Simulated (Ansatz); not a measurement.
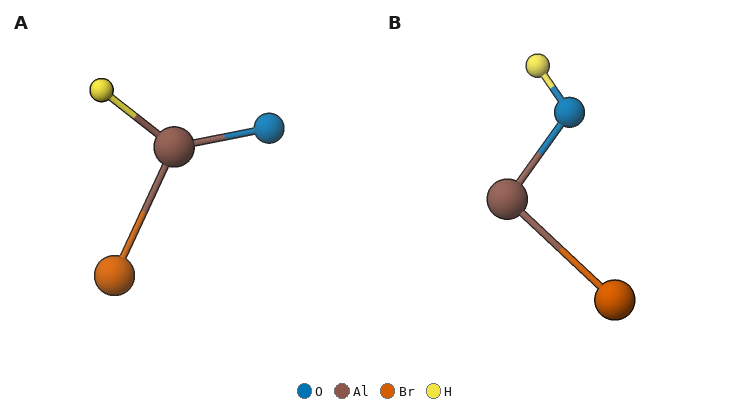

2 stationary structures of one formula. Charge −1, singlet. Geometries: PBE-D4/def2-SVPD. Electronic energies: PBE-D4/def2-SVPD (Ansatz 0.2.0), without zero-point energy. No frequency run is at hand to confirm each as a minimum.

Which structure is the most stable?

Answer. B is lowest (Cs); A lies 0.412 eV above it (Cs).
